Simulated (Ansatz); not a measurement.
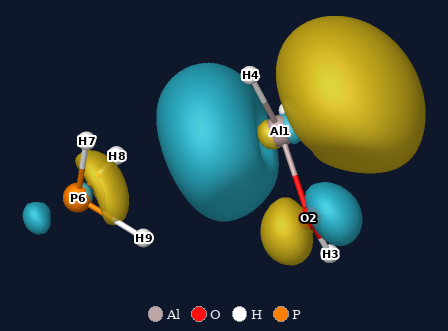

The picture shows: AlH$_{3}$O···PH$_{3}$. One frontier orbital at ±0.1 Å⁻³ᐟ² (yellow and cyan are the two phases), seen across its widest extent.

Level of theory: Ansatz 0.2.0, RKS B3LYP/6-31G*.

```json
{"atom": "Al", "x (Å)": "0.1872", "y (Å)": "-0.2742", "z (Å)": "0.2317"}
{"atom": "O", "x (Å)": "-0.3334", "y (Å)": "-0.8512", "z (Å)": "1.7643"}
{"atom": "H", "x (Å)": "-1.2795", "y (Å)": "-0.9421", "z (Å)": "1.9377"}
{"atom": "H", "x (Å)": "1.7504", "y (Å)": "-0.2020", "z (Å)": "0.0154"}
{"atom": "H", "x (Å)": "-0.8910", "y (Å)": "0.0872", "z (Å)": "-0.8795"}
{"atom": "P", "x (Å)": "0.3036", "y (Å)": "3.3447", "z (Å)": "1.4309"}
{"atom": "H", "x (Å)": "1.5664", "y (Å)": "2.8038", "z (Å)": "1.0550"}
{"atom": "H", "x (Å)": "-0.3238", "y (Å)": "2.9890", "z (Å)": "0.2008"}
{"atom": "H", "x (Å)": "-0.1112", "y (Å)": "2.1561", "z (Å)": "2.1003"}
```

> Which orbital is it: HOMO or LUMO?

The LUMO, at −0.88 eV. It lies mainly on Al1 (about 70 %), O2 (about 10 %) and P6 (about 5 %).
